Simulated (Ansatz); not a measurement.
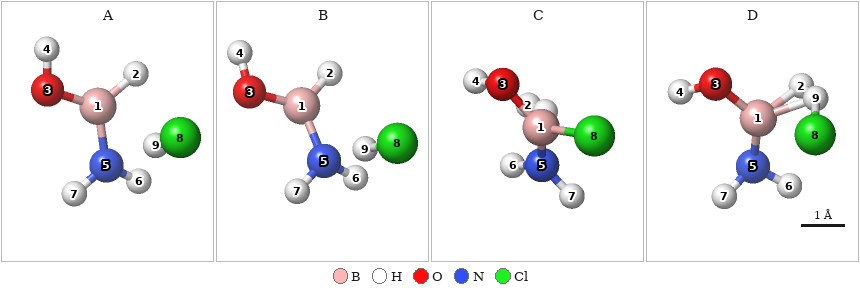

4 geometries from a converged minimum-energy path of BNH5OCl, shuffled. Style: ball-and-stick. Shown from a free direction.

These are results of Ansatz, RKS PBE-D4/6-31G*, not measurements. Settings: 5 movable images; climbing image; force threshold 0.05 eV/Å; iteration limit 60; starting path through a guess of the saddle point.

Which of them lies highest in energy?

D. In order along the path, whose images run from 0 to 6: B (image 0, 0.0 kcal/mol), A (image 1, +2.9 kcal/mol), D (image 3, +36.1 kcal/mol), C (image 5, −9.7 kcal/mol). Breaking: B1–H2 (1.21 → 1.37 at the top → 3.79 Å), Cl8–H9 (1.35 → 1.71 at the top → 3.11 Å). Forming: B1–Cl8 (3.79 → 2.27 at the top → 1.80 Å), H2–H9 (3.14 → 0.94 at the top → 0.75 Å).

The run took 7.8 min on 1 thread of Arm Neoverse V1, with other jobs on the host, peak memory 0.12 GiB.
